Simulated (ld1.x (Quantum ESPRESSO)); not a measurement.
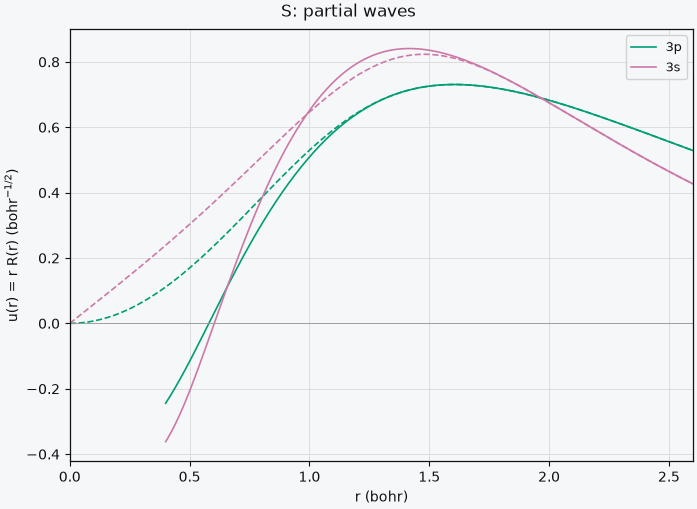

*All-electron valence functions (solid) with their pseudo partners (dashed). The innermost oscillations of some all-electron curves aren't drawn. Reference configuration 3s2 3p4.*

- Matching radii: 3p at 1.55 bohr; 3s at 2.00 bohr. The curves merge smoothly, so the plot gives these only roughly.
- Nodes of the pseudo-waves: 3p has no node; 3s has no node.

## S: pseudopotential generation

Sulfur (S, Z = 16), core [Ne], reference valence 3s2 3p4, valence charge 6. Computed at this level: TM potential, PBE, non-relativistic, made with ld1.x (Quantum ESPRESSO) 7.5.

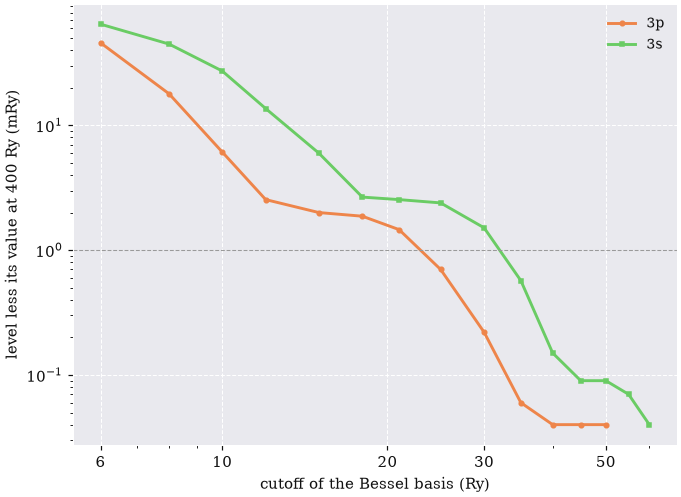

*The pseudo-atom Hamiltonian at the reference potential is diagonalised in spherical Bessel functions (20 bohr box) up to the cutoff. Curves: distance of each valence level from its value at 400 Ry.*

- Cutoffs for 10 and 1 mRy in the occupation-weighted sum of levels: 25 Ry and 40 Ry, on the ladder of cutoffs that was run.
- Cutoffs from which each level stays within 1 mRy: 3p: 25 Ry; 3s: 35 Ry.
- Hardest occupied shell: 3s: its level needs 35 Ry to come within 1 mRy, against 25 Ry for 3p.

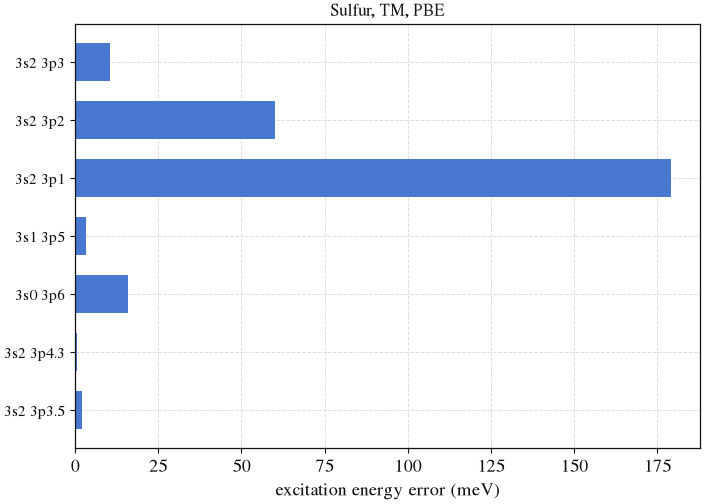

*Errors, all-electron minus pseudo, of the energies of valence configurations relative to the unpolarised reference 3s2 3p4.*

- Worst configuration: 3s2 3p1 (charge +3): the error is +179 meV on an all-electron energy of +68.13 eV relative to the reference, or 0.26 %.

Input and output of the run follow.

**Input file**
```
 &input
   title='S', zed=16., rel=0, dft='PBE', iswitch=3,
   config='[Ne] 3s2 3p4',
   nld=2, rlderiv=2.20, eminld=-3.0, emaxld=5.0, deld=0.02
 /
 &inputp
   pseudotype=2, tm=.true., lloc=0,
   nlcc=.false.,
   file_pseudopw='S.UPF', file_wfcaegen='ae.wfc', file_wfcncgen='nc.wfc', file_beta='beta', file_chi='chi'
 /
2
3P  2  1   4.00   0.00  1.55  1.55  0.0
3S  1  0   2.00   0.00  2.00  2.00  0.0
 &test
   configts(1)='3s2 3p4'
 /
```

**Input of the test run**
```
 &input
   title='S', zed=16., rel=0, dft='PBE', iswitch=2,
   config='[Ne] 3s2 3p4'
 /
 &test
   file_pseudo='S.UPF', nconf=8,
   configts(1)='3s2 3p4',
   configts(2)='3s2 3p3',
   configts(3)='3s2 3p2',
   configts(4)='3s2 3p1',
   configts(5)='3s1 3p5',
   configts(6)='3s0 3p6',
   configts(7)='3s2 3p4.3',
   configts(8)='3s2 3p3.5'
 /
```

Command:
```bash
ld1.x < S.in > S.out
```

**Log**
```
     Program LD1 v.7.5
     --------------------------- All-electron run ----------------------------

     S

     atomic number is 16.00
     dft =PBE   lsd =0 sic =0 latt =0  beta=0.20 tr2=1.0E-14
     Exchange-correlation= PBE
                           (   1   4   3   4   0   0   0)
     mesh =1151 r(mesh) =  99.72449 a.u. xmin = -7.00 dx = 0.01250
     1 Ry =  13.60569312 eV

     n l     nl                  e(Ry)          e(Ha)          e(eV)
     1 0     1S 1( 2.00)      -176.2179       -88.1090     -2397.5669
     2 0     2S 1( 2.00)       -15.4662        -7.7331      -210.4285
     2 1     2P 1( 6.00)       -11.5019        -5.7509      -156.4912
     3 0     3S 1( 2.00)        -1.2600        -0.6300       -17.1434
     3 1     3P 1( 4.00)        -0.5161        -0.2580        -7.0213

     final scf error:  9.4E-15 reached in  25 iterations

     Etot =    -795.831310 Ry,    -397.915655 Ha,  -10827.836584 eV

     Ekin =     794.794364 Ry,     397.397182 Ha,   10813.728216 eV
     Encl =   -1893.559534 Ry,    -946.779767 Ha,  -25763.189925 eV
     Eh   =     353.694887 Ry,     176.847443 Ha,    4812.264091 eV
     Exc  =     -50.761028 Ry,     -25.380514 Ha,    -690.638966 eV

     normalization and overlap integrals

     s(1S/1S) =  1.000000  <r> =   0.0973  <r2> =    0.0127  r(max) =   0.0641
     s(2S/2S) =  1.000000  <r> =   0.4811  <r2> =    0.2753  r(max) =   0.3877
     s(2P/2P) =  1.000000  <r> =   0.4432  <r2> =    0.2455  r(max) =   0.3254
     s(3S/3S) =  1.000000  <r> =   1.7003  <r2> =    3.3654  r(max) =   1.4225
     s(3P/3P) =  1.000000  <r> =   2.0716  <r2> =    5.1752  r(max) =   1.6119

     ------------------------ End of All-electron run ------------------------

     --------------------- Generating NC pseudopotential ---------------------

      Generating local pot.: lloc=0, matching radius rcloc =   2.0000

      Wfc   3P  rcut= 1.533  Using Troullier-Martins method

     ------------------- End of pseudopotential generation -------------------

     --------------------------- All-electron run ----------------------------

     S

     atomic number is 16.00
     dft =PBE   lsd =0 sic =0 latt =0  beta=0.20 tr2=1.0E-14
     Exchange-correlation= PBE
                           (   1   4   3   4   0   0   0)
     mesh =1151 r(mesh) =  99.72449 a.u. xmin = -7.00 dx = 0.01250
     1 Ry =  13.60569312 eV

     n l     nl                  e(Ry)          e(Ha)          e(eV)
     1 0     1S 1( 2.00)      -176.2179       -88.1090     -2397.5669
     2 0     2S 1( 2.00)       -15.4662        -7.7331      -210.4285
     2 1     2P 1( 6.00)       -11.5019        -5.7509      -156.4912
     3 0     3S 1( 2.00)        -1.2600        -0.6300       -17.1434
     3 1     3P 1( 4.00)        -0.5161        -0.2580        -7.0213

     final scf error:  9.4E-15 reached in  25 iterations

     Etot =    -795.831310 Ry,    -397.915655 Ha,  -10827.836584 eV

     Ekin =     794.794364 Ry,     397.397182 Ha,   10813.728216 eV
     Encl =   -1893.559534 Ry,    -946.779767 Ha,  -25763.189925 eV
     Eh   =     353.694887 Ry,     176.847443 Ha,    4812.264091 eV
     Exc  =     -50.761028 Ry,     -25.380514 Ha,    -690.638966 eV

     normalization and overlap integrals

     s(1S/1S) =  1.000000  <r> =   0.0973  <r2> =    0.0127  r(max) =   0.0641
     s(2S/2S) =  1.000000  <r> =   0.4811  <r2> =    0.2753  r(max) =   0.3877
     s(2P/2P) =  1.000000  <r> =   0.4432  <r2> =    0.2455  r(max) =   0.3254
     s(3S/3S) =  1.000000  <r> =   1.7003  <r2> =    3.3654  r(max) =   1.4225
     s(3P/3P) =  1.000000  <r> =   2.0716  <r2> =    5.1752  r(max) =   1.6119

     ------------------------ End of All-electron run ------------------------

     Computing logarithmic derivative in   2.18952
     Computing logarithmic derivative in   2.18952
     Computing the partial wave expansion
       no projector for channel:   0
     R is outside the sphere for l=    1 j= 0.00

     ---------------------- Testing the pseudopotential ----------------------

     S

     atomic number is 16.00   valence charge is  6.00
     dft =PBE   lsd =0 sic =0 latt =0  beta=0.20 tr2=1.0E-14
     mesh =1151 r(mesh) =  99.72449 xmin = -7.00 dx = 0.01250

     n l     nl             e AE (Ry)        e PS (Ry)    De AE-PS (Ry)
     1 0     3S   1( 2.00)       -1.26002       -1.26002        0.00000
     2 1     3P   1( 4.00)       -0.51605       -0.51605       -0.00000

     eps = 9.7E-15  iter = 21

     Etot =    -795.831310 Ry,    -397.915655 Ha,  -10827.836584 eV
     Etotps =   -20.150314 Ry,     -10.075157 Ha,    -274.158993 eV

     Ekin =       7.032770 Ry,       3.516385 Ha,      95.685717 eV
     Encl =     -38.984181 Ry,     -19.492091 Ha,    -530.406805 eV
     Ehrt =      16.787755 Ry,       8.393878 Ha,     228.409049 eV
     Ecxc =      -4.151412 Ry,      -2.075706 Ha,     -56.482844 eV
     Epseu=      -0.835247 Ry,      -0.417623 Ha,     -11.364109 eV

     ---------------------- End of pseudopotential test ----------------------
```

**Output of the test run (extracts)**
```
     ---------------------- Testing the pseudopotential ----------------------

     S

     atomic number is 16.00   valence charge is  6.00
     dft =PBE   lsd =0 sic =0 latt =0  beta=0.20 tr2=1.0E-14
     mesh =1151 r(mesh) =  99.72449 xmin = -7.00 dx = 0.01250

     n l     nl             e AE (Ry)        e PS (Ry)    De AE-PS (Ry)
     1 0     3S   1( 2.00)       -1.26002       -1.26002        0.00000
     2 1     3P   1( 4.00)       -0.51605       -0.51605       -0.00000

     eps = 9.7E-15  iter = 21

     Etot =    -795.831310 Ry,    -397.915655 Ha,  -10827.836584 eV
     Etotps =   -20.150314 Ry,     -10.075157 Ha,    -274.158993 eV

     Ekin =       7.032770 Ry,       3.516385 Ha,      95.685717 eV
     Encl =     -38.984181 Ry,     -19.492091 Ha,    -530.406805 eV
     Ehrt =      16.787755 Ry,       8.393878 Ha,     228.409049 eV
     Ecxc =      -4.151412 Ry,      -2.075706 Ha,     -56.482844 eV
     Epseu=      -0.835247 Ry,      -0.417623 Ha,     -11.364109 eV

     ---------------------- End of pseudopotential test ----------------------

     ---------------------- Testing the pseudopotential ----------------------

     S

     atomic number is 16.00   valence charge is  6.00
     dft =PBE   lsd =0 sic =0 latt =0  beta=0.20 tr2=1.0E-14
     mesh =1151 r(mesh) =  99.72449 xmin = -7.00 dx = 0.01250

     n l     nl             e AE (Ry)        e PS (Ry)    De AE-PS (Ry)
     1 0     3S   1( 2.00)       -2.02172       -2.02024       -0.00148
     2 1     3P   1( 3.00)       -1.23538       -1.23351       -0.00187

     eps = 9.6E-15  iter = 18

     Etot =    -794.965313 Ry,    -397.482657 Ha,  -10816.054098 eV
     Etotps =   -19.285093 Ry,      -9.642547 Ha,    -262.387060 eV
     dEtot_ae =       0.865997 Ry
     dEtot_ps =       0.865221 Ry,   Delta E=       0.000776 Ry

     Ekin =       6.390166 Ry,       3.195083 Ha,      86.942641 eV
     Encl =     -33.959793 Ry,     -16.979896 Ha,    -462.046518 eV
     Ehrt =      12.579419 Ry,       6.289709 Ha,     171.151711 eV
     Ecxc =      -3.531835 Ry,      -1.765917 Ha,     -48.053057 eV
     Epseu=      -0.763051 Ry,      -0.381525 Ha,     -10.381837 eV

     ---------------------- End of pseudopotential test ----------------------

     ---------------------- Testing the pseudopotential ----------------------

     S

     atomic number is 16.00   valence charge is  6.00
     dft =PBE   lsd =0 sic =0 latt =0  beta=0.20 tr2=1.0E-14
     mesh =1151 r(mesh) =  99.72449 xmin = -7.00 dx = 0.01250

     n l     nl             e AE (Ry)        e PS (Ry)    De AE-PS (Ry)
     1 0     3S   1( 2.00)       -2.88528       -2.88134       -0.00394
     2 1     3P   1( 2.00)       -2.05709       -2.05130       -0.00578  !

     eps = 9.7E-16  iter = 14

     Etot =    -793.326602 Ry,    -396.663301 Ha,  -10793.758288 eV
     Etotps =   -17.650023 Ry,      -8.825011 Ha,    -240.140792 eV
     dEtot_ae =       2.504709 Ry
     dEtot_ps =       2.500292 Ry,   Delta E=       0.004417 Ry

     Ekin =       5.345412 Ry,       2.672706 Ha,      72.728031 eV
     Encl =     -28.164705 Ry,     -14.082352 Ha,    -383.200331 eV
     Ehrt =       8.608932 Ry,       4.304466 Ha,     117.130488 eV
     Ecxc =      -2.824502 Ry,      -1.412251 Ha,     -38.429303 eV
     Epseu=      -0.615160 Ry,      -0.307580 Ha,      -8.369678 eV

     ---------------------- End of pseudopotential test ----------------------

     ---------------------- Testing the pseudopotential ----------------------

     S

     atomic number is 16.00   valence charge is  6.00
     dft =PBE   lsd =0 sic =0 latt =0  beta=0.20 tr2=1.0E-14
     mesh =1151 r(mesh) =  99.72449 xmin = -7.00 dx = 0.01250

     n l     nl             e AE (Ry)        e PS (Ry)    De AE-PS (Ry)
     1 0     3S   1( 2.00)       -3.82802       -3.82092       -0.00711  !
     2 1     3P   1( 1.00)       -2.96036       -2.94822       -0.01214  !

     eps = 6.6E-15  iter = 11

     Etot =    -790.823966 Ry,    -395.411983 Ha,  -10759.708201 eV
     Etotps =   -15.156122 Ry,      -7.578061 Ha,    -206.209552 eV
     dEtot_ae =       5.007344 Ry
     dEtot_ps =       4.994192 Ry,   Delta E=       0.013152 Ry

     Ekin =       3.893575 Ry,       1.946787 Ha,      52.974781 eV
     Encl =     -21.776290 Ry,     -10.888145 Ha,    -296.281514 eV
     Ehrt =       5.167456 Ry,       2.583728 Ha,      70.306817 eV
     Ecxc =      -2.071784 Ry,      -1.035892 Ha,     -28.188051 eV
     Epseu=      -0.369080 Ry,      -0.184540 Ha,      -5.021586 eV

     ---------------------- End of pseudopotential test ----------------------

     ---------------------- Testing the pseudopotential ----------------------

     S

     atomic number is 16.00   valence charge is  6.00
     dft =PBE   lsd =0 sic =0 latt =0  beta=0.20 tr2=1.0E-14
     mesh =1151 r(mesh) =  99.72449 xmin = -7.00 dx = 0.01250

     n l     nl             e AE (Ry)        e PS (Ry)    De AE-PS (Ry)
     1 0     3S   1( 1.00)       -1.30876       -1.30812       -0.00064
     2 1     3P   1( 5.00)       -0.55601       -0.55609        0.00008

     eps = 8.9E-15  iter = 20

     Etot =    -795.082866 Ry,    -397.541433 Ha,  -10817.653484 eV
     Etotps =   -19.402123 Ry,      -9.701061 Ha,    -263.979325 eV
     dEtot_ae =       0.748444 Ry
     dEtot_ps =       0.748192 Ry,   Delta E=       0.000252 Ry

     Ekin =       7.907838 Ry,       3.953919 Ha,     107.591615 eV
     Encl =     -38.632387 Ry,     -19.316193 Ha,    -525.620397 eV
     Ehrt =      16.517690 Ry,       8.258845 Ha,     224.734624 eV
     Ecxc =      -4.094950 Ry,      -2.047475 Ha,     -55.714637 eV
     Epseu=      -1.100314 Ry,      -0.550157 Ha,     -14.970531 eV

     ---------------------- End of pseudopotential test ----------------------

     ---------------------- Testing the pseudopotential ----------------------

     S

     atomic number is 16.00   valence charge is  6.00
     dft =PBE   lsd =0 sic =0 latt =0  beta=0.20 tr2=1.0E-14
     mesh =1151 r(mesh) =  99.72449 xmin = -7.00 dx = 0.01250

     n l     nl             e AE (Ry)        e PS (Ry)    De AE-PS (Ry)
     1 0     3S   1( 0.00)       -1.35404       -1.35352       -0.00052
     2 1     3P   1( 6.00)       -0.59336       -0.59337        0.00001

     eps = 7.9E-16  iter = 12

     Etot =    -794.326077 Ry,    -397.163039 Ha,  -10807.356848 eV
     Etotps =   -18.646244 Ry,      -9.323122 Ha,    -253.695080 eV
     dEtot_ae =       1.505233 Ry
     dEtot_ps =       1.504070 Ry,   Delta E=       0.001163 Ry

     Ekin =       8.819697 Ry,       4.409849 Ha,     119.998095 eV
     Encl =     -38.311138 Ry,     -19.155569 Ha,    -521.249586 eV
     Ehrt =      16.275679 Ry,       8.137840 Ha,     221.441899 eV
     Ecxc =      -4.048850 Ry,      -2.024425 Ha,     -55.087407 eV
     Epseu=      -1.381633 Ry,      -0.690817 Ha,     -18.798081 eV

     ---------------------- End of pseudopotential test ----------------------

     ---------------------- Testing the pseudopotential ----------------------

     S

     atomic number is 16.00   valence charge is  6.00
     dft =PBE   lsd =0 sic =0 latt =0  beta=0.20 tr2=1.0E-14
     mesh =1151 r(mesh) =  99.72449 xmin = -7.00 dx = 0.01250

     n l     nl             e AE (Ry)        e PS (Ry)    De AE-PS (Ry)
     1 0     3S   1( 2.00)       -1.05713       -1.05736        0.00022
     2 1     3P   1( 4.30)       -0.32538       -0.32560        0.00022

     eps = 1.4E-15  iter = 23

     Etot =    -795.957188 Ry,    -397.978594 Ha,  -10829.549242 eV
     Etotps =   -20.276228 Ry,     -10.138114 Ha,    -275.872142 eV
     dEtot_ae =      -0.125878 Ry
     dEtot_ps =      -0.125914 Ry,   Delta E=       0.000036 Ry

     Ekin =       7.147031 Ry,       3.573515 Ha,      97.240310 eV
     Encl =     -40.298203 Ry,     -20.149102 Ha,    -548.284989 eV
     Ehrt =      18.031484 Ry,       9.015742 Ha,     245.330837 eV
     Ecxc =      -4.311387 Ry,      -2.155693 Ha,     -58.659403 eV
     Epseu=      -0.845153 Ry,      -0.422577 Ha,     -11.498897 eV

     ---------------------- End of pseudopotential test ----------------------

     ---------------------- Testing the pseudopotential ----------------------

     S

     atomic number is 16.00   valence charge is  6.00
     dft =PBE   lsd =0 sic =0 latt =0  beta=0.20 tr2=1.0E-14
     mesh =1151 r(mesh) =  99.72449 xmin = -7.00 dx = 0.01250

     n l     nl             e AE (Ry)        e PS (Ry)    De AE-PS (Ry)
     1 0     3S   1( 2.00)       -1.62617       -1.62557       -0.00060
     2 1     3P   1( 3.50)       -0.86115       -0.86045       -0.00070

     eps = 7.0E-16  iter = 21

     Etot =    -795.488324 Ry,    -397.744162 Ha,  -10823.170026 eV
     Etotps =   -19.807484 Ry,      -9.903742 Ha,    -269.494547 eV
     dEtot_ae =       0.342986 Ry
     dEtot_ps =       0.342830 Ry,   Delta E=       0.000155 Ry

     Ekin =       6.761657 Ry,       3.380829 Ha,      91.997035 eV
     Encl =     -36.583405 Ry,     -18.291703 Ha,    -497.742584 eV
     Ehrt =      14.677380 Ry,       7.338690 Ha,     199.695935 eV
     Ecxc =      -3.855800 Ry,      -1.927900 Ha,     -52.460826 eV
     Epseu=      -0.807317 Ry,      -0.403658 Ha,     -10.984106 eV

     ---------------------- End of pseudopotential test ----------------------
```

**Summary**

- outcome: generated
- cutoffs needed: 25 Ry and 40 Ry (the cutoffs, on a coarse ladder, from which the occupation-weighted sum of valence levels, in a spherical-Bessel basis at the reference potential, stays within 10 and 1 mRy of its value at 400 Ry); ghost states and empty shells don't enter this sum
- ghost test: no ghost state below the valence levels in the p, s, d, f channels (spherical-Bessel basis up to 400 Ry, 20 bohr box)
- largest excitation error: +179 meV (all-electron minus pseudo) for 3s2 3p1, out of 7 test configurations
- range over which the phases arctan(r u′/u) at the test radius agree within 0.05 rad (a looser test near the poles than one of phase shifts): s: up to about 1.5 Ry; p: up to about 2.7 Ry
- hardware: 1 CPU thread, shared host
- wall time: 0.86 s
